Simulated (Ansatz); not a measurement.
## Electronic structure of C2H6InS (SMILES [CH2][In]([CH3])[SH]) (doublet) in real space

```json
{"atom": "C", "x (Å)": "-1.4583", "y (Å)": "1.2923", "z (Å)": "0.7336"}
{"atom": "In", "x (Å)": "-0.0138", "y (Å)": "0.0845", "z (Å)": "-0.2212"}
{"atom": "C", "x (Å)": "1.2265", "y (Å)": "-1.4713", "z (Å)": "0.5662"}
{"atom": "S", "x (Å)": "0.2731", "y (Å)": "0.5421", "z (Å)": "-2.5637"}
{"atom": "H", "x (Å)": "-2.0229", "y (Å)": "2.0556", "z (Å)": "0.2047"}
{"atom": "H", "x (Å)": "-1.7047", "y (Å)": "1.2107", "z (Å)": "1.7891"}
{"atom": "H", "x (Å)": "2.2748", "y (Å)": "-1.1906", "z (Å)": "0.4540"}
{"atom": "H", "x (Å)": "1.0580", "y (Å)": "-2.3906", "z (Å)": "0.0038"}
{"atom": "H", "x (Å)": "1.0153", "y (Å)": "-1.6513", "z (Å)": "1.6200"}
{"atom": "H", "x (Å)": "-0.6481", "y (Å)": "1.5188", "z (Å)": "-2.5865"}
```

Geometry: PBE0-D4/def2-TZVP; core potentials replace the inner electrons of In.

These are results of UKS PBE0-D4/def2-TZVPP (Ansatz), not measurements.

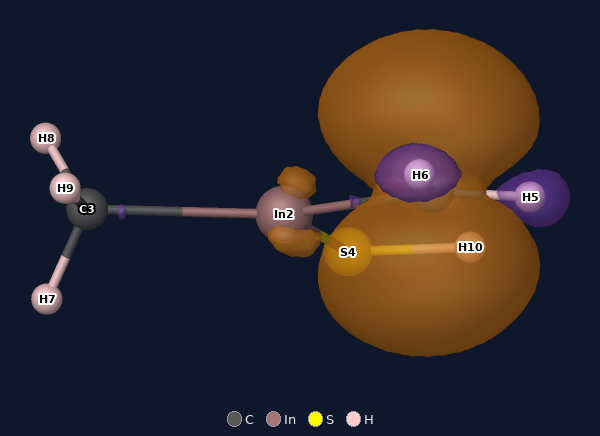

Figure 1. Isosurfaces of the spin density (α minus β) at +0.015 (orange) and −0.015 e/Å³ (purple), seen from one side.

### Which atoms carry the spin?

The unpaired spin (1 electron) lies mostly on C1 (about 0.8) and In2 (about 0.1), in electrons by Hirshfeld's partition.

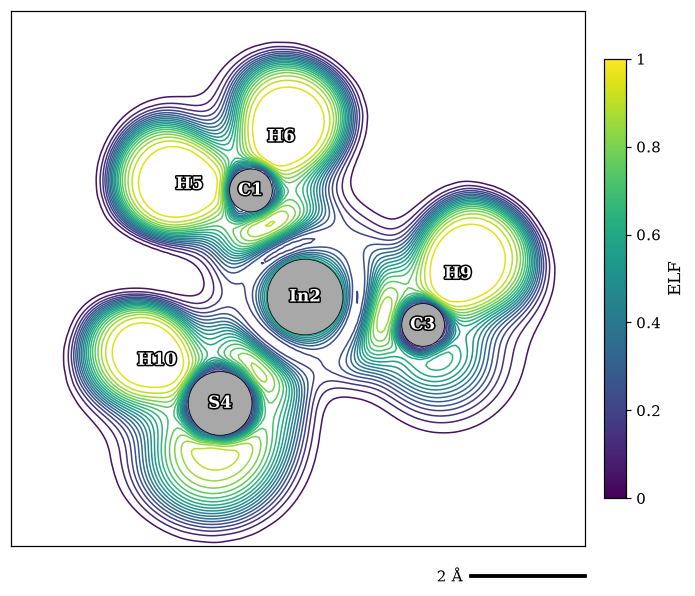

Figure 2. ELF on the plane of atoms C1, In2 and S4. Grey discs cover the atomic cores.

### Read the bonding off the picture.

Atoms in the plane: C, In, S and H.
C–In (2.11 Å): the ELF peaks at about 0.90 in the valence shell of C, 0.7 Å from its nucleus, and drops to about 0.20 between the two atoms.
In–S (2.40 Å): the ELF peaks at about 0.85 in the valence shell of S, 0.9 Å from its nucleus, and drops to about 0.15 between the two atoms.
C–H (1.09 Å): the ELF climbs to about 1 towards the hydrogen, as it does in any bond to H: an ordinary covalent bond to hydrogen.
S–H (1.34 Å): the ELF climbs to about 1 towards the hydrogen.
The ELF also peaks beside S4, away from the bonds: non-bonding electrons, paired or unpaired.

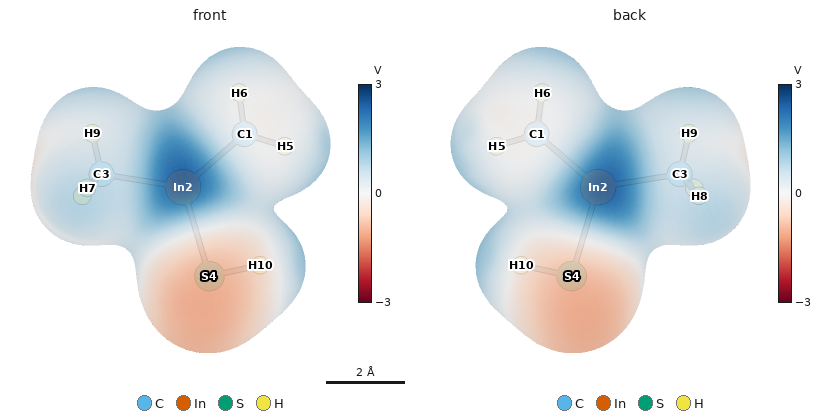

Figure 3. The electrostatic potential painted on the density surface at 0.002 e/bohr³, seen from the front and from behind; the colour scale runs from red (negative) to blue (positive).

### Describe the electrostatic potential map.

The most negative region (about −1.1 V) lies over S4, the most positive (about +2.4 V) over In2.
